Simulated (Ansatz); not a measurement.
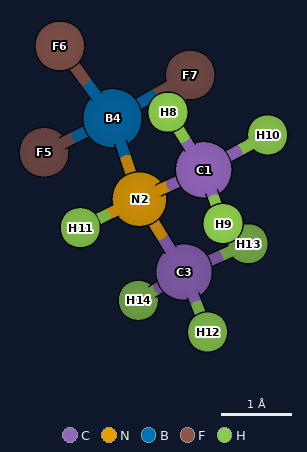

This is the input geometry for a relaxation of C$_{2}$H$_{7}$BF$_{3}$N (coarse preliminary run). The picture is a ball-and-stick view, seen from a free direction.

The start comes from a force field.

All numbers below come from Ansatz, RKS PBE-D4/def2-SVP.

Input file:
```yaml
crystal:
  periodic: [false, false, false]
  atoms:
    - {symbol: C, position_ang: [-0.228400, 0.335400, 1.348500]}
    - {symbol: N, position_ang: [-0.303800, -0.288900, 0.022100]}
    - {symbol: C, position_ang: [0.914500, -1.040900, -0.196200]}
    - {symbol: B, position_ang: [-0.460100, 0.750000, -1.129600]}
    - {symbol: F, position_ang: [-0.596600, 0.040000, -2.423900]}
    - {symbol: F, position_ang: [-1.795800, 1.454300, -0.922100]}
    - {symbol: F, position_ang: [0.574100, 1.718000, -1.165200]}
    - {symbol: H, position_ang: [-1.198200, 0.925900, 1.522000]}
    - {symbol: H, position_ang: [-0.148100, -0.352900, 2.190700]}
    - {symbol: H, position_ang: [0.560800, 1.114400, 1.428200]}
    - {symbol: H, position_ang: [-1.107000, -0.965100, 0.038300]}
    - {symbol: H, position_ang: [1.096800, -1.791100, 0.639400]}
    - {symbol: H, position_ang: [1.785500, -0.343300, -0.194400]}
    - {symbol: H, position_ang: [0.893300, -1.585100, -1.129100]}
basis:
  gaussian: {orbitals: def2-SVP}
hamiltonian: {xc: pbe, dispersion: d4}
relax: {f_tol: 0.03, max_steps: 200}
```

Launched with:
```bash
ansatz run in.yaml --threads 4 --pin off --events-out ev --progress --plain --max-ram 11315MiB
```

Question: Predict the outcome.

Answer: The largest move after the best rigid fit is that of B4, 0.11 Å. Largest moves by element: B 0.11 Å, F 0.10 Å, C 0.08 Å, H 0.06 Å, N 0.05 Å. Near-neighbour distances that change, for instance: B4–F6 1.524 → 1.383 Å, N2–B4 1.559 → 1.688 Å, B4–F5 1.483 → 1.383 Å, C1–H8 1.149 → 1.104 Å. Bond angles that change, for instance: N2–B4–F7 113.6° → 104.8°, F5–B4–F6 105.0° → 113.8°, B4–N2–H11 111.3° → 103.7°. The energy falls by 80.4 kJ/mol in 5 geometry steps. Largest force component: 3.6 eV/Å at the start, 0.019 eV/Å at the end.

History of the run:

```json
{"step": "0", "E − E(0), kJ/mol": "0.00", "largest force component, eV/Å": "3.6014"}
{"step": "1", "E − E(0), kJ/mol": "-59.48", "largest force component, eV/Å": "1.7425"}
{"step": "2", "E − E(0), kJ/mol": "-63.36", "largest force component, eV/Å": "1.4922"}
{"step": "3", "E − E(0), kJ/mol": "-79.17", "largest force component, eV/Å": "0.4033"}
{"step": "4", "E − E(0), kJ/mol": "-80.22", "largest force component, eV/Å": "0.1377"}
{"step": "5", "E − E(0), kJ/mol": "-80.37", "largest force component, eV/Å": "0.0192"}
```

Final geometry:

```xyz
14

C    -0.2798    0.3900    1.3747
N    -0.2678   -0.2894    0.0604
C     0.9584   -1.0802   -0.1837
B    -0.5303    0.8153   -1.1889
F    -0.5695    0.0345   -2.3300
F    -1.7425    1.4019   -0.8727
F     0.5482    1.6779   -1.1307
H    -1.2358    0.9335    1.4754
H    -0.1537   -0.3336    2.2049
H     0.5456    1.1252    1.3873
H    -1.0838   -0.9185    0.0060
H     1.1146   -1.8390    0.6091
H     1.8155   -0.3827   -0.2110
H     0.8679   -1.5643   -1.1720
```

After the run, drawn alike:

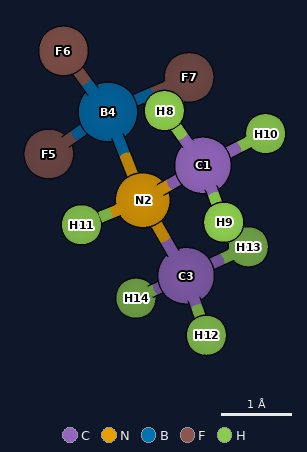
